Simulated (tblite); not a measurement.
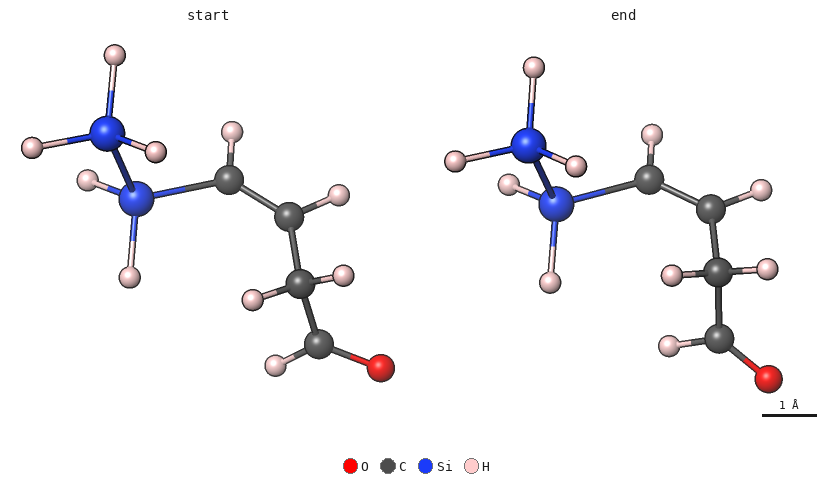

The structure of C$_{4}$H$_{10}$OSi$_{2}$ before (left) and after (right) a relaxation, at one scale.

Style: ball-and-stick. Shown from a free direction.

These are results of tblite 0.8.0, GFN2-xTB geometry optimisation, gas phase, not measurements. 

**Describe what moved and what it gained.**

The largest moves after the best rigid fit, 0.59 Å, are those of O and H atoms. Largest moves by element: O 0.59 Å, H 0.59 Å, C 0.35 Å, Si 0.24 Å. Among the contacts that change: C–O 1.245 → 1.197 Å, C–Si 1.847 → 1.886 Å, H–Si 1.494 → 1.472 Å, C–H 1.092 → 1.107 Å. Bond angles that change, for instance: C–C–C 129.6° → 124.8°, C–C–H 116.9° → 112.7°, C–C–H 117.0° → 120.8°. After 106 geometry steps the energy has fallen by 0.219 eV.
